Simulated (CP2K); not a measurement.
**AlBH2O2 (SMILES O[B]1[O][AlH]1) at IPEA1-xTB**

Aim: the vertical ionisation energy of AlBH2O2 at IPEA1-xTB, from 2 runs. 

The results are computed with CP2K 2026.2.

2 further runs of the same task are left out: 2 set aside as unsound or not needed.

**1. Starting point**

The species is AlBH2O2 (6 atoms), meant as a singlet with charge 0. SMILES: `O[B]1[O][AlH]1`. The shape comes from GFN2-xTB, which is rough for such elements, and wasn't checked as a minimum. This is one conformer, not always the lowest.

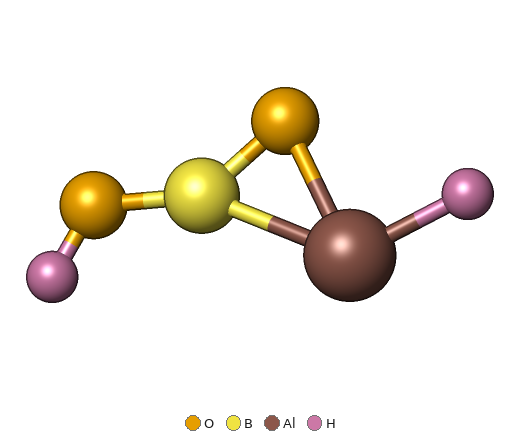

Viewed from a chosen angle; oxygen amber, boron yellow, aluminium brown, hydrogen pink.

**2. Energy and forces at IPEA1-xTB**

molecule.xyz

```xyz
6

O      1.147840    -0.733500    -1.206350
B      0.387940    -0.271160    -0.234780
O      0.256070    -0.331880     1.043500
Al    -1.143890     0.813530     0.524470
H      0.979610    -0.482080    -2.112050
H     -1.627560     1.005090     1.985220
```

job.inp

```
&GLOBAL
    PROJECT job
    RUN_TYPE ENERGY_FORCE
    PRINT_LEVEL MEDIUM
&END GLOBAL

&FORCE_EVAL
    METHOD QS
    &DFT
        CHARGE 0
        MULTIPLICITY 1
        &QS
            METHOD XTB
            EPS_DEFAULT 1.0E-10
            &XTB
                GFN_TYPE TBLITE
                &TBLITE
                    METHOD IPEA1
                &END TBLITE
                CHECK_ATOMIC_CHARGES F
            &END XTB
        &END QS
        &POISSON
            PERIODIC NONE
            POISSON_SOLVER ANALYTIC
        &END POISSON
        &SCF
            SCF_GUESS ATOMIC
            EPS_SCF 1.0E-06
            MAX_SCF 150
            ADDED_MOS 2
            &DIAGONALIZATION
                ALGORITHM STANDARD
            &END DIAGONALIZATION
            &MIXING
                METHOD DIRECT_P_MIXING
                ALPHA 0.4
            &END MIXING
            &SMEAR ON
                METHOD FERMI_DIRAC
                ELECTRONIC_TEMPERATURE [K] 300
            &END SMEAR
        &END SCF
        &PRINT
            &MOMENTS
                PERIODIC F
                REFERENCE COM
                MAX_MOMENT 1
            &END MOMENTS
            &MO ON
                ENERGIES T
                OCCUPATION_NUMBERS T
                NDIGITS 6
                &EACH
                    QS_SCF 0
                &END EACH
                ADD_LAST NUMERIC
            &END MO
            &HIRSHFELD OFF
            &END HIRSHFELD
        &END PRINT
    &END DFT
    &SUBSYS
        &CELL
            ABC [angstrom] 18.8 17.7 20.1
            PERIODIC NONE
        &END CELL
        &TOPOLOGY
            COORD_FILE_NAME molecule.xyz
            COORD_FILE_FORMAT XYZ
            &CENTER_COORDINATES
            &END CENTER_COORDINATES
        &END TOPOLOGY
    &END SUBSYS
    &PRINT
        &FORCES ON
        &END FORCES
    &END PRINT
&END FORCE_EVAL
```

Command:

```
$ OMP_NUM_THREADS=1 cp2k.psmp -i job.inp > job.out 2>&1
```

The program printed, shortened:

```text
CP2K| version string:                                       CP2K version 2026.2
[...]
 GLOBAL| Method name                                                        CP2K
[...]
 GLOBAL| Run type                                                   ENERGY_FORCE
[...]
                             - Atoms:                                          6
[...]
                             - Spherical basis functions:                     28
[...]
 Number of electrons:                                                         20
[...]
  *** SCF run converged in    17 steps ***
[...]
  Fermi energy:                                                -0.31939248549611
[...]
 TB_DIPOLE| Moment [Debye]         -1.18730158       1.30325847      -3.00188258
 TB_DIPOLE| Derivative [a.u.]       0.00000000       0.00000000       0.00000000
[...]
 ENERGY| Total FORCE_EVAL ( QS ) energy [hartree]            -13.551977819671245
 FORCES| Atomic forces [hartree/bohr]
 FORCES|   Atom     x               y               z               |f|
 FORCES|      1 -1.53669915E-02  9.50771993E-03  1.88116706E-02   2.60848638E-02
 FORCES|      2  1.13133210E-02 -8.06873936E-03 -4.68898962E-03   1.46656882E-02
 FORCES|      3  1.61983145E-02 -1.18498170E-02 -5.56139826E-03   2.08262504E-02
 FORCES|      4 -9.86502540E-03  7.83528575E-03 -1.42653035E-03   1.26785416E-02
 FORCES|      5  3.51010670E-03 -1.65043842E-03 -8.77971339E-03   9.59834169E-03
 FORCES|      6 -5.78972537E-03  4.22598907E-03  1.64496096E-03   7.35430486E-03
 FORCES| Sum    -4.59701721E-17  5.37764278E-17  8.67361738E-19
 FORCES| Total atomic force                                       7.07524786E-17
[...]
```

Wall time 1.1 s (1 thread of Intel Xeon Platinum 8259CL at 2.50GHz (Skylake/Cascade Lake), shared host); peak memory 0.19 GiB.

**3. The doublet cation, same level**

molecule.xyz is that of step 2.

mol.inp

```
&global
  project_name mol
  run_type ENERGY_FORCE
  print_level MEDIUM
&end

&force_eval
  method QUICKSTEP
  &dft
    charge 1
    multiplicity 2
    lsd T
    &qs
      method XTB
      eps_default 1.0E-10
      &xtb
        gfn_type TBLITE
        &tblite
          method IPEA1
        &end
        check_atomic_charges F
      &end
    &end
    &poisson
      periodic NONE
      poisson_solver ANALYTIC
    &end
    &scf
      scf_guess ATOMIC
      eps_scf 1.0E-06
      max_scf 150
      added_mos 4
      &diagonalization
        algorithm STANDARD
      &end
      &mixing
        method DIRECT_P_MIXING
        alpha 0.4
      &end
    &end
    &print
      &moments
        periodic F
        reference COM
        max_moment 1
      &end
      &mo ON
        energies T
        occupation_numbers T
        ndigits 6
        &each
          qs_scf 0
        &end
        add_last NUMERIC
      &end
      &hirshfeld OFF
      &end
    &end
  &end
  &subsys
    &cell
      abc 18.8 17.7 20.1
      periodic NONE
    &end
    &topology
      coord_file_name molecule.xyz
      coord_file_format XYZ
      &center_coordinates
      &end
    &end
  &end
  # extra output
  &print
    &forces ON
    &end
  &end
&end
```

Command:

```
$ OMP_NUM_THREADS=1 cp2k.psmp -i mol.inp > mol.out 2>&1
```

The program printed, shortened:

```text
CP2K| version string:                                       CP2K version 2026.2
[...]
 GLOBAL| Method name                                                        CP2K
[...]
 GLOBAL| Run type                                                   ENERGY_FORCE
[...]
                             - Atoms:                                          6
[...]
                             - Spherical basis functions:                     28
[...]
 Number of electrons:                                                         10
[...]
  *** SCF run converged in    19 steps ***
[...]
  Fermi energy:                                                -0.60902131848406
[...]
 TB_DIPOLE| Moment [Debye]         -3.39498809       2.81941848      -1.48313358
 TB_DIPOLE| Derivative [a.u.]       0.00000000       0.00000000       0.00000000
[...]
 ENERGY| Total FORCE_EVAL ( QS ) energy [hartree]            -13.051147761019458
 FORCES| Atomic forces [hartree/bohr]
 FORCES|   Atom     x               y               z               |f|
 FORCES|      1 -3.43333471E-02  2.26955719E-02  2.96625893E-02   5.07320107E-02
 FORCES|      2  6.16899797E-02 -4.65530174E-02 -7.62792342E-03   7.76596565E-02
 FORCES|      3 -9.84437269E-03  1.10546801E-02 -2.78364359E-02   3.15275244E-02
 FORCES|      4 -1.62034317E-02  8.19305208E-03  3.43407072E-02   3.88453533E-02
 FORCES|      5  5.34815866E-03 -1.79337301E-03 -1.82094026E-02   1.90630881E-02
 FORCES|      6 -6.65698688E-03  6.40308635E-03 -1.03295345E-02   1.38569215E-02
 FORCES| Sum     1.38777878E-16  4.07660017E-17  1.80411242E-16
 FORCES| Total atomic force                                       2.31234475E-16
[...]
```

Wall time 1.4 s (1 thread of Intel Xeon Platinum 8259CL at 2.50GHz (Skylake/Cascade Lake), shared host); peak memory 0.19 GiB.

**4. Summary of results**

At IPEA1-xTB:

| quantity | value |
| --- | --- |
| singlet AlBH2O2: total energy | -13.55198 Eh |
| singlet AlBH2O2: dipole moment (from atomic charges alone) | 3.48 D |
| singlet AlBH2O2: HOMO energy | -10.96 eV |
| singlet AlBH2O2: LUMO energy | -7.80 eV |
| singlet AlBH2O2: HOMO–LUMO gap | 3.17 eV |
| singlet AlBH2O2: largest force on an atom | 1.341 eV/Å |
| doublet cation: total energy | -13.05115 Eh |
| doublet cation: HOMO energy (highest over α and β) | -16.78 eV |
| doublet cation: LUMO energy (lowest over α and β) | -16.36 eV |
| doublet cation: largest force on an atom | 3.993 eV/Å |
| vertical ionisation energy (to the doublet cation) | 13.628 eV |

**Reading.** Removing an electron at fixed nuclei costs 13.63 eV (1315 kJ/mol). The largest force (singlet AlBH2O2) is 1.34 eV/Å: the shape isn't a stationary point for this species at this level. No empirical shift is applied, and without it xTB methods put this difference several eV too high. The dipole (singlet AlBH2O2) comes from point charges on the atoms alone, without atomic dipoles, so it is partial.
